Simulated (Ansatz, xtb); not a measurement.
## Ligand exchange: C2H7FSi2 + BHF2 → C2H8Si2 + BF3

Gas-phase species: C2H7FSi2 `C=C[SiH2][SiH2]F`, singlet; BHF2 `FBF`, singlet; C2H8Si2 `C=C[SiH2][SiH3]`, singlet; BF3 `FB(F)F`, singlet. The partners trade F for H: Si–F and B–H bonds give way to Si–H and B–F.

Shapes, held fixed at every level: PBE0-D4/def2-TZVP. Flexible molecules stand in one conformer, not always the lowest. Programs: Ansatz 0.2.0, xtb 6.7.1. The zero-point and thermal change to 298 K, harmonic and unscaled (PBE0-D4/def2-TZVP), is -3.1 kJ/mol.

```
               level                   kind  ΔH(298 K) (kJ/mol)  less CCSD(T)/CBS estimate
            GFN1-xTB         semi-empirical               +68.8                      +87.2
       HF/def2-TZVPP           Hartree–Fock               -21.7                       -3.3
 B3LYP-D4/def2-TZVPP          global hybrid               -19.5                       -1.1
 BHLYP-D4/def2-TZVPP          global hybrid               -20.3                       -1.9
        MP2/def2-SVP    perturbation theory               -53.9                      -35.5
  CCSD(T)/def2-TZVPP  coupled cluster or CI               -25.1                       -6.7
     CCSD/def2-TZVPP  coupled cluster or CI               -24.8                       -6.4
CCSD(T)/CBS estimate  coupled cluster or CI               -18.4                        0.0
```

The highest level, CCSD(T)/CBS estimate, gives ΔH(298 K) = -18.4 kJ/mol; the levels span -53.9 to +68.8. They disagree on the sign: 1 of 8 are positive. GFN1-xTB strays far from the other rows. The column of differences is taken from that level and isn't an error. No measured value is set beside it here. The CBS estimate extrapolates MP2 from def2-TZVPP and def2-QZVPP and adds CCSD(T) − MP2 in the triple-zeta set, cores frozen.

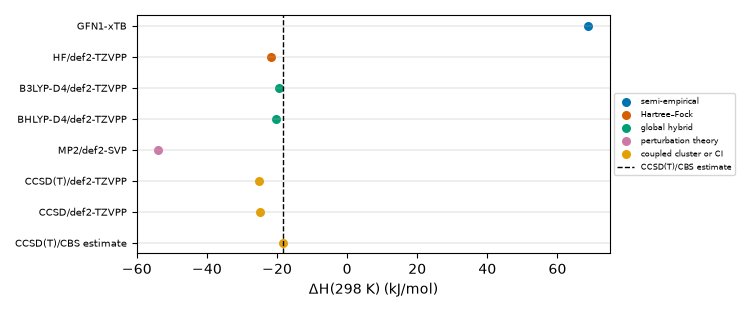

The values of the table, level by level.
